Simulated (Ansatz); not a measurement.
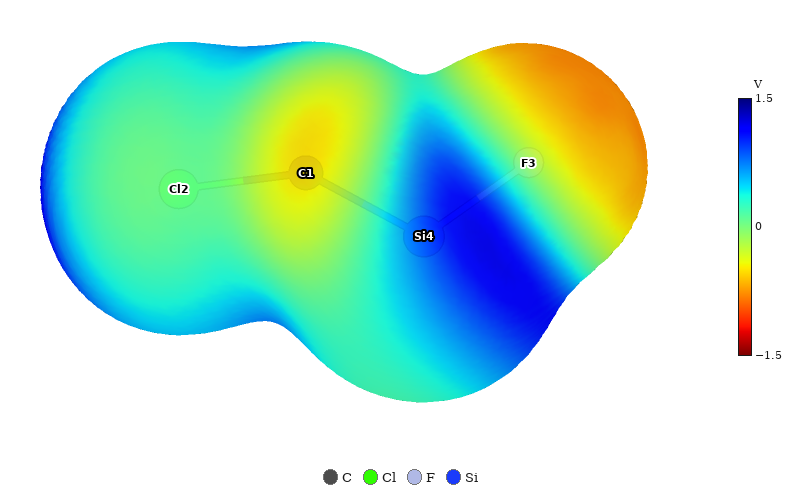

CClFSi (SMILES F[Si]#CCl). The molecular electrostatic potential painted on the density surface at 0.002 e/bohr³, seen across its widest extent; red is negative and blue positive.

Geometry: PBE-D3(BJ)/def2-SVP.

The calculation used isolated molecule in a Gaussian basis; Kohn-Sham density functional theory, functional PBE0 (Ansatz).

Which sites attract a positive test charge, and which a negative one?

A positive charge is drawn to the negative regions and a negative charge to the positive ones. The most negative region (about −0.8 V, or −18 kcal/mol for a unit charge) lies over F3, the most positive (about +1.3 V, or +30 kcal/mol for a unit charge) over Cl2. Cl2 shows a σ-hole: about +1.3 V, or +30 kcal/mol for a unit charge at the tip opposite its bond, against about +0.3 V on its flanks.

What dipole moment does the calculation give?

Its dipole moment is 1.38 D.
